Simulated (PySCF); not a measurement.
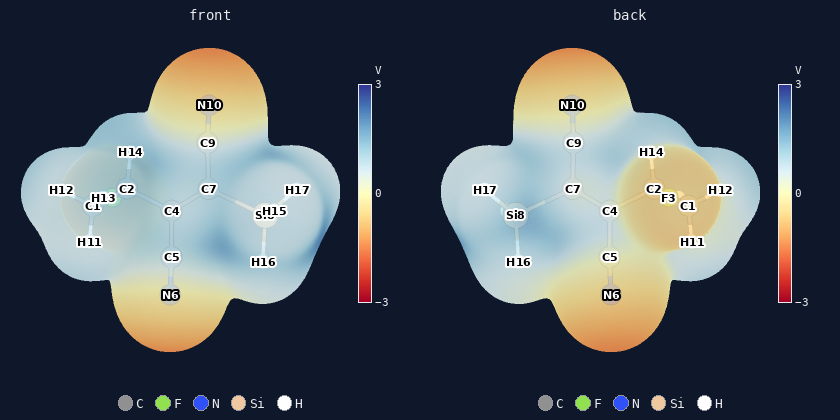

Figure. C6H7FN2Si. The molecular electrostatic potential painted on the density surface at 0.002 e/bohr³, seen from the front and from behind; red is negative and blue positive.

Geometry: GFN2-xTB.

All numbers below come from PBE0/pcSseg-1, SCF density, gas phase, non-relativistic in PySCF 2.14.0.

```xyz
17

C    -2.2987   -0.1425    0.9193
C    -1.5299    0.0306   -0.3848
F    -2.1008   -0.7748   -1.3536
C    -0.0763   -0.3610   -0.2205
C     0.1343   -1.7146    0.1227
N     0.2657   -2.8149    0.4174
C     0.9540    0.4960   -0.3620
Si    2.8015    0.0597   -0.1411
C     0.7157    1.8384   -0.6969
N     0.5882    2.9469   -0.9682
H    -2.2302   -1.1754    1.2561
H    -3.3451    0.1052    0.7589
H    -1.8880    0.5146    1.6815
H    -1.6058    1.0592   -0.7622
H     3.2366    0.7905    1.0489
H     2.8998   -1.3839    0.0220
H     3.4718    0.5381   -1.3476
```

Question: Where is the surface potential most negative and most positive?

Answer: The most negative region (about −1.4 V) lies over N6 and N10, the most positive (about +2.0 V) over Si8.

Question: How polar is the molecule by this calculation?

Answer: Its dipole moment is 1.86 D.
